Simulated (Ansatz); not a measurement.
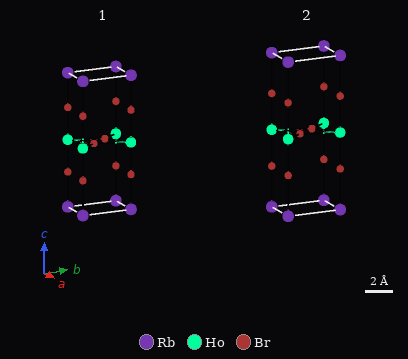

Two geometries of solid RbHoBr₄ (a generated structure, set up in P6/mmm) (coarse preliminary run), drawn at one scale. One is the start of a relaxation, the other its converged end. A ball-and-stick model of the cell of the calculation, seen slightly off an axis.

Level of theory: DFT PBE, scalar-relativistic, plane waves, PAW; 4f electrons in the core of a trivalent norm-conserving potential in Ansatz 0.2.0. Set-up: plane-wave cutoff 690 eV; k-point mesh 6 × 6 × 2; occupations gaussian; smearing width 0.1 eV; no spin polarisation; cell and atoms relaxed; force threshold 0.04 eV/Å; at most 70 steps.

Which one is relaxed?

Structure 2 is the relaxed one. After 5 accepted moves (6 points after the start) the energy has fallen by 459 meV per atom. The largest force component goes from 0.98 to 0.0059 eV/Å. Pressure: 13.49 GPa at the start and 0.08 GPa at the end. The SCF was repeated once at an unchanged geometry on a basis and grid sized afresh for the cell, which shifted the energy by 2.2 meV per atom at most. The largest moves relative to the cell, 0.051 Å, are those of Br atoms. Rb and Ho stay in place. Cell: a = b 4.958 → 5.365 Å (+8.2 %), c 10.169 → 11.684 Å (+14.9 %). Volume +34.6 %. Some distances before and after: Br–Rb 2.641 → 3.086 Å, Br–Ho 2.443 → 2.756 Å, Br–Ho 2.862 → 3.097 Å. The space group stays P6/mmm (No. 191).
